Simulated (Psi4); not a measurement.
# A workflow on ScN2H5O (SMILES [NH2][Sc]([NH2])[OH])

We compute a series of 10 runs (PBE-D4/def2-SVP, PBE0-D4/def2-TZVP, PBE-D4/def2-TZVPP, r2SCAN-D4/def2-TZVPP, B3LYP-D4/def2-TZVPP, PBE0-D4/def2-TZVPP, wB97M-V/def2-TZVPP, CCSD(T)/def2-TZVPP, and more) of ScN2H5O. 

Program for the calculation: Psi4 1.11.

## 1. The structure to begin with

ScN2H5O: 9 atoms, total charge 0, spin state singlet. SMILES: `[NH2][Sc]([NH2])[OH]`. The shape comes from GFN2-xTB, rattled, which is rough for such elements, and wasn't checked as a minimum. This is one conformer, not always the lowest. The run starts from this shape.

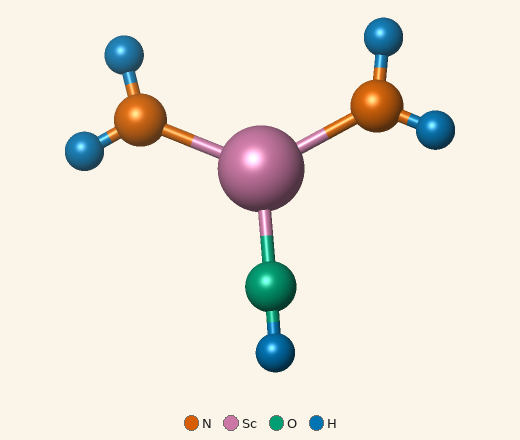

Viewed from a chosen angle; nitrogen orange, scandium pink, oxygen teal, hydrogen blue.

## 2. A geometry optimisation at PBE-D4/def2-SVP (density fitting) (run 1)

Input file calc.dat:

```
memory 4.4 GB

molecule system {
  N     -0.269866     1.511986    -1.177714
  Sc    -0.133835     0.000173     0.141364
  N      1.187972    -1.510027     0.208661
  O     -1.429644     0.052007     1.436702
  H      0.378095     1.622070    -2.011127
  H     -0.919618     2.242403    -1.207127
  H      1.248244    -2.238451     0.859247
  H      1.963975    -1.684723    -0.455893
  H     -2.092901     0.104026     2.200810
  symmetry c1
}

set globals {
  scf_type                df
  geom_maxiter            60
  max_force_g_convergence 0.0005
}

e = optimize("pbe-d4/def2-SVP")
print_variables()
```

The run is started by

```sh
$ psi4 -i calc.dat -o calc.out -n 2
```

calc.out:

```text
[...]
  Running in c1 symmetry.
[...]
  Nuclear repulsion =  201.529636340768803
[...]
  Multiplicity = 1
[...]
  Nalpha       = 24
  Nbeta        = 24
[...]
    Number of basis functions: 98
[...]
   @DF-RKS iter   1:  -946.82924840567728    4.60683e-04   1.58717e-02 ADIIS/DIIS
[...]
   @DF-RKS iter   9:  -947.90210649792095   -6.82121e-13   7.15653e-09 DIIS
[...]
  @DF-RKS Final Energy:  -947.90210649792095
   => Energetics <=
    Nuclear Repulsion Energy =            201.3016372055987517
    One-Electron Energy =               -1700.2596029256833390
    Two-Electron Energy =                 614.0101751048252936
    DFT Exchange-Correlation Energy =     -62.9493331425819918
    Empirical Dispersion Energy =          -0.0049827400797102
    VV10 Nonlocal Energy =                  0.0000000000000000
    Total Energy =                       -947.9021064979209541
[...]
 Multipole Moments:
 ------------------------------------------------------------------------------------
     Multipole            Electronic (a.u.)      Nuclear  (a.u.)        Total (a.u.)
 ------------------------------------------------------------------------------------
 L = 1.  Multiply by 2.5417464519 to convert [e a0] to [Debye]
 Dipole X            :         -1.6401357            1.6155266           -0.0246091
 Dipole Y            :          0.0130568           -0.0111209            0.0019358
 Dipole Z            :          1.6939515           -1.6236634            0.0702881
 Magnitude           :                                                    0.0744968
[...]
  -Total Gradient:
     Atom            X                  Y                   Z
    ------   -----------------  -----------------  -----------------
       1        0.000418495606    -0.000547272065     0.000366099435
       2       -0.000031639150     0.000187524217     0.000145119071
       3        0.000204534974     0.000262626344    -0.000470861718
       4       -0.000300312386    -0.000241661129    -0.000125967360
       5       -0.000236704703     0.000346538967    -0.000242125912
       6       -0.000165572857     0.000300972694    -0.000173948834
       7       -0.000202684575     0.000009771138     0.000236779647
       8       -0.000002815094    -0.000141299195     0.000077134431
       9        0.000182861749     0.000161932805     0.000047426515
[...]
    Final optimized geometry and variables:
    Molecular point group: c1
    Full point group: C1
    Geometry (in Angstrom), charge = 0, multiplicity = 1:
    N            0.019856228633     1.412455651178    -1.391445792711
    SC          -0.007743597772    -0.001523717099     0.008047698056
    N            1.372079881901    -1.436023955597    -0.053953425714
    O           -1.304656437055     0.025962443652     1.351122336208
    H            0.676035827857     1.486484305505    -2.179874009260
    H           -0.623978190597     2.208915289318    -1.480176152460
    H            1.473759671321    -2.216096286272     0.607337502269
    H            2.119814917948    -1.547007437038    -0.750721247351
    H           -1.934418107641     0.051095816613     2.084042438106
  Variable Map:
[...]
```

On the terminal:

```text
Optimizer: Optimization complete!
```

It took 44 s on 2 threads of Intel Xeon Platinum 8259CL at 2.50GHz (Skylake/Cascade Lake), shared host; peak memory 0.84 GiB.

The path in brief:

```tsv
step	energy from the first frame kept (eV)	largest force (eV/Å)
0	0.0000	3.4062
1	-0.2123	0.4420
2	-0.2288	0.2517
3	-0.2436	0.0898
4	-0.2443	0.0401
```

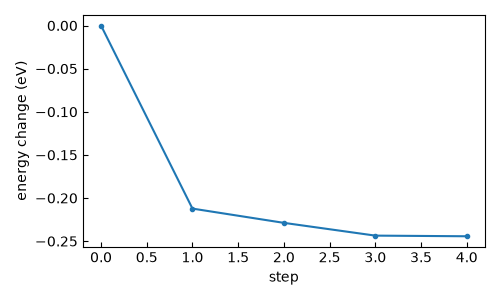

Energy along the run.

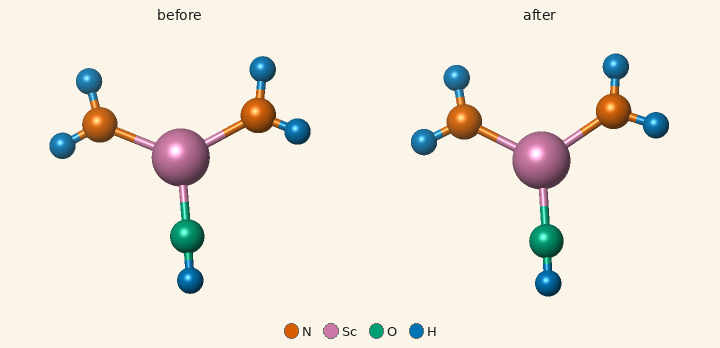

Before and after, at one scale.

After the run. Bond lengths: N1–Sc2 1.990 Å, Sc2–N3 1.991 Å, Sc2–O4 1.867 Å, N1–H5 1.028 Å, N1–H6 1.028 Å, N3–H7 1.028 Å, N3–H8 1.028 Å, O4–H9 0.967 Å. Angles: N1–Sc2–N3 118.7°, N1–Sc2–O4 120.3°, N3–Sc2–O4 120.9°, Sc2–N1–H5 126.8°, Sc2–N1–H6 127.1°, Sc2–N3–H7 126.5°, Sc2–N3–H8 127.1°, Sc2–O4–H9 176.6°, H5–N1–H6 106.1°, H7–N3–H8 106.4°.

## 3. A structure relaxation at PBE0-D4/def2-TZVP (density fitting) (run 2)

Input file calc.inp:

```
memory 4400 MB

molecule geom {
  0 1
  N     -0.144460     1.422166    -1.230307
  Sc    -0.172060     0.008187     0.169187
  N      1.207764    -1.426314     0.107186
  O     -1.468973     0.035673     1.512262
  H      0.511720     1.496195    -2.018735
  H     -0.788294     2.218626    -1.319037
  H      1.309443    -2.206386     0.768477
  H      1.955499    -1.537297    -0.589582
  H     -2.098734     0.060806     2.245182
  symmetry c1
}

set {
  scf_type df
  geom_maxiter 50
  max_force_g_convergence 0.0002
}

optimize("pbe0-d4/def2-TZVP")
```

The run is started by

```sh
$ psi4 calc.inp calc.out -n 2
```

calc.out:

```text
[...]
  Running in c1 symmetry.
[...]
  Nuclear repulsion =  201.301602196043717
[...]
  Multiplicity = 1
[...]
  Nalpha       = 24
  Nbeta        = 24
[...]
    Number of basis functions: 168
[...]
   @DF-RKS iter   1:  -947.36713728536415   -4.00408e-01   8.94308e-03 DIIS/ADIIS
[...]
   @DF-RKS iter   7:  -948.26652041137356   -1.10276e-11   5.63387e-09 DIIS
[...]
  @DF-RKS Final Energy:  -948.26652041137356
   => Energetics <=
    Nuclear Repulsion Energy =            201.4010177460932312
    One-Electron Energy =               -1699.7885722399303177
    Two-Electron Energy =                 597.7960721197301837
    DFT Exchange-Correlation Energy =     -47.6707595641559436
    Empirical Dispersion Energy =          -0.0042784731107681
    VV10 Nonlocal Energy =                  0.0000000000000000
    Total Energy =                       -948.2665204113735626
[...]
 Multipole Moments:
 ------------------------------------------------------------------------------------
     Multipole            Electronic (a.u.)      Nuclear  (a.u.)        Total (a.u.)
 ------------------------------------------------------------------------------------
 L = 1.  Multiply by 2.5417464519 to convert [e a0] to [Debye]
 Dipole X            :         -1.6510909            1.6328606           -0.0182302
 Dipole Y            :          0.0131618           -0.0145077           -0.0013459
 Dipole Z            :          1.7117132           -1.6910573            0.0206559
 Magnitude           :                                                    0.0275829
[...]
  -Total Gradient:
     Atom            X                  Y                   Z
    ------   -----------------  -----------------  -----------------
       1        0.000000364387     0.000078229268    -0.000146799069
       2       -0.000002363316    -0.000023447404    -0.000010091664
       3       -0.000010783562     0.000025040544    -0.000002154567
       4       -0.000115378461     0.000044713082     0.000020818373
       5        0.000014450063     0.000027013913    -0.000015166624
       6        0.000036234860     0.000037219206    -0.000015244399
       7        0.000038319048    -0.000000982025    -0.000020684082
       8        0.000003987328     0.000003489691    -0.000014116057
       9        0.000022289328     0.000020811184    -0.000003486161
[...]
    Final optimized geometry and variables:
    Molecular point group: c1
    Full point group: C1
    Geometry (in Angstrom), charge = 0, multiplicity = 1:
    N            0.023600913528     1.403879977747    -1.402440204773
    SC          -0.011233941245    -0.001768887266     0.009986725981
    N            1.372926140066    -1.434446671940    -0.065911120709
    O           -1.299374627457     0.033055720431     1.369942565012
    H            0.683880743895     1.462195764742    -2.168215200724
    H           -0.603845268134     2.192713909233    -1.492459776095
    H            1.488579939527    -2.207815776516     0.576333738683
    H            2.100438168601    -1.519556591567    -0.765427435586
    H           -1.949760530863     0.051453282017     2.064097187568
    Psi4 run time: 0:01:39.89
[...]
```

Standard output:

```text
Optimizer: Optimization complete!
```

Run time: 1.7 min. Hardware: 2 threads of Intel Xeon Platinum 8259CL at 2.50GHz (Skylake/Cascade Lake), shared host; peak memory 1.2 GiB.

The path in brief:

```tsv
step	energy from the first frame kept (eV)	largest force (eV/Å)
0	0.0000	0.9410
1	-0.0274	0.0657
2	-0.0279	0.0304
3	-0.0281	0.0236
4	-0.0281	0.0213
5	-0.0280	0.0115
6	-0.0281	0.0081
7	-0.0284	0.0086
```

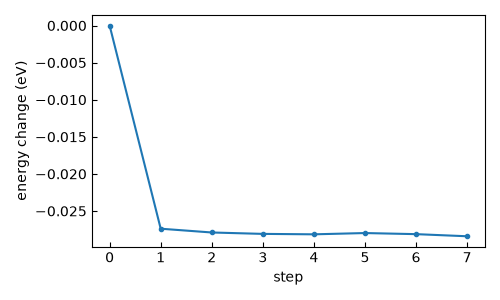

Energy along the run.

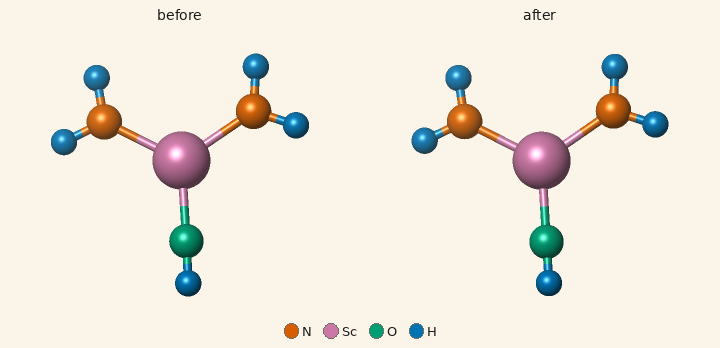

Before and after, at one scale.

After the run. Bond lengths: N1–Sc2 1.993 Å, Sc2–N3 1.994 Å, Sc2–O4 1.873 Å, N1–H5 1.013 Å, N1–H6 1.012 Å, N3–H7 1.012 Å, N3–H8 1.013 Å, O4–H9 0.951 Å. Angles: N1–Sc2–N3 117.9°, N1–Sc2–O4 120.9°, N3–Sc2–O4 121.2°, Sc2–N1–H5 126.0°, Sc2–N1–H6 127.0°, Sc2–N3–H7 127.2°, Sc2–N3–H8 125.8°, Sc2–O4–H9 179.7°, H5–N1–H6 107.0°, H7–N3–H8 107.0°.

Runs 3 to 9 aren't shown in full; the table further down has their settings and results.

## 4. A single-point energy at MP2/def2-QZVPP (density fitting, density fitting for correlation) (run 10)

Input file calc.inp:

```
memory 4400 mb

molecule {
  0 1
  N
  Sc 1 1.99299
  N 2 1.993546 1 117.8883
  O 2 1.873499 1 120.88688 3 179.6164
  H 1 1.012808 2 126.00419 4 179.77042
  H 1 1.011955 5 106.98233 2 179.72643
  H 3 1.011906 2 127.18861 4 0.0188
  H 3 1.012838 7 106.97947 2 179.89697
  H 4 0.951415 1 149.57442 6 -0.47932
  units angstrom
  symmetry c1
}

set basis def2-QZVPP
set scf_type df
set num_frozen_docc 8

energy_value, wavefunction = energy("mp2", return_wfn=True)
print_variables()
```

The run is started by

```sh
$ psi4 calc.inp calc.out -n 2
```

calc.out:

```text
[...]
  Running in c1 symmetry.
[...]
  Nuclear repulsion =  201.401041183940919
[...]
  Multiplicity = 1
[...]
  Nalpha       = 24
  Nbeta        = 24
[...]
    Number of basis functions: 414
[...]
   @DF-RHF iter   1:  -946.19941751588681   -1.59538e+00   2.66870e-03 DIIS/ADIIS
[...]
   @DF-RHF iter  11:  -946.69333018036946   -1.01636e-10   4.87591e-09 DIIS
[...]
    Orbital Energies [Eh]
    ---------------------
    Doubly Occupied:
       1A   -165.913607     2A    -20.510828     3A    -19.120883
       4A    -15.707492     5A    -15.707460     6A    -15.706744
       7A    -15.496026     8A    -15.495996     9A     -2.593223
      10A     -1.613581    11A     -1.602449    12A     -1.600850
      13A     -1.254422    14A     -1.069160    15A     -1.062833
      16A     -0.648601    17A     -0.606240    18A     -0.600698
      19A     -0.507096    20A     -0.498262    21A     -0.474945
      22A     -0.466769    23A     -0.371667    24A     -0.369663
[...]
  @DF-RHF Final Energy:  -946.69333018036946
   => Energetics <=
    Nuclear Repulsion Energy =            201.4010411839409187
    One-Electron Energy =               -1698.1897491935292237
    Two-Electron Energy =                 550.0953778292189327
    Total Energy =                       -946.6933301803694576
[...]
 Multipole Moments:
 ------------------------------------------------------------------------------------
     Multipole            Electronic (a.u.)      Nuclear  (a.u.)        Total (a.u.)
 ------------------------------------------------------------------------------------
 L = 1.  Multiply by 2.5417464519 to convert [e a0] to [Debye]
 Dipole X            :         -0.0228214            0.0214900           -0.0013314
 Dipole Y            :          2.0928230           -2.0112582            0.0815648
 Dipole Z            :          1.2694211           -1.2167555            0.0526656
 Magnitude           :                                                    0.0970992
[...]
```

Run time: 23 s. Hardware: 2 threads of Intel Xeon Platinum 8259CL at 2.50GHz (Skylake/Cascade Lake), shared host; peak memory 1.7 GiB.

## 5. Overview of the runs

```tsv
run	level	geom maxiter	max force g convergence	energy (Eh)	dipole moment (D)	HOMO energy (eV)	LUMO energy (eV)	wall time
1	PBE-D4/def2-SVP (density fitting)	60	0.0005	-947.902106	0.19	-4.77	-1.53	44 s
2	PBE0-D4/def2-TZVP (density fitting)	50	0.0002	-948.266520	0.07	-6.67	-1.08	1.7 min
3	PBE0-D4/def2-TZVP (density fitting)	–	–	-948.266520	0.07	–	–	12 min
4	PBE-D4/def2-TZVPP (density fitting)	–	–	-948.244713	0.05	-5.41	-2.00	32 s
5	r2SCAN-D4/def2-TZVPP (density fitting)	–	–	-948.543187	0.06	-5.66	-1.66	88 s
6	B3LYP-D4/def2-TZVPP (density fitting)	–	–	-948.706862	0.07	-6.52	-1.50	28 s
7	PBE0-D4/def2-TZVPP (density fitting)	–	–	-948.274257	0.07	-6.74	-1.13	32 s
8	wB97M-V/def2-TZVPP (density fitting)	–	–	-948.556134	0.13	-9.20	0.23	1.7 min
9	CCSD(T)/def2-TZVPP (density fitting, density fitting for correlation)	–	–	-947.720092	–	-10.04	1.20	15 min
10	MP2/def2-QZVPP (density fitting, density fitting for correlation)	–	–	-947.772407	–	-10.06	0.88	23 s
```

## 6. Outcome

```
                                                           quantity          value
                               run 10, MP2/def2-QZVPP: total energy  -947.77241 Eh
        run 10, MP2/def2-QZVPP: HOMO energy (Hartree–Fock orbitals)      -10.06 eV
        run 10, MP2/def2-QZVPP: LUMO energy (Hartree–Fock orbitals)        0.88 eV
      run 10, MP2/def2-QZVPP: HOMO–LUMO gap (Hartree–Fock orbitals)       10.94 eV
run 10, MP2/def2-QZVPP: correlation energy (8 core orbitals frozen)    -1079.1 mEh
```

Over runs 3, 4, 5, 6, 7, 8 the dipole moment (its size) runs from 0.05 D (PBE-D4/def2-TZVPP) to 0.13 D (wB97M-V/def2-TZVPP). Over runs 4, 5, 6, 7, 8 the HOMO–LUMO gap runs from 3.41 eV (PBE-D4/def2-TZVPP) to 9.43 eV (wB97M-V/def2-TZVPP). Totals of different functionals can't be ranked against each other. All runs together took 34 min, the longest 15 min.
